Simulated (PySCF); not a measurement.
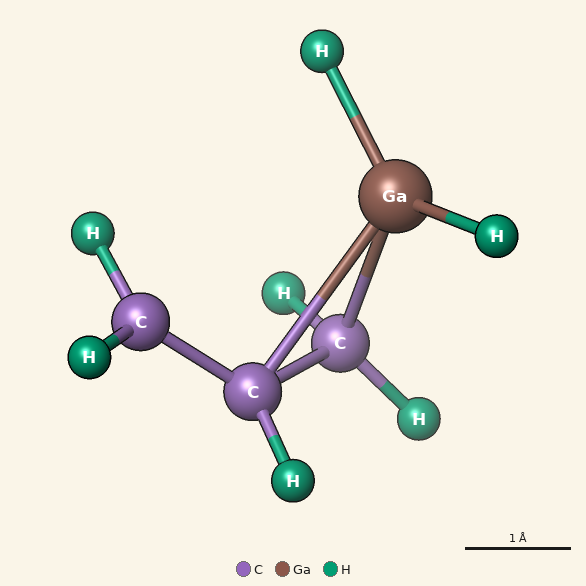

Depth is shown by fading: the farther an atom, the more it takes the colour of the background. Computed geometry: PBE0-D3(BJ)/def2-SVP optimisation. No frequency run is at hand to confirm it as a minimum. Masses are those of the most abundant isotopes; constants are for the rigid equilibrium geometry.

What kind of rotor is it, and what are its rotational constants in MHz?

Answer. An asymmetric top (C1): A = 8861, B = 3611, C = 2933 MHz. Ray's parameter κ is −0.77, nearer the prolate limit.
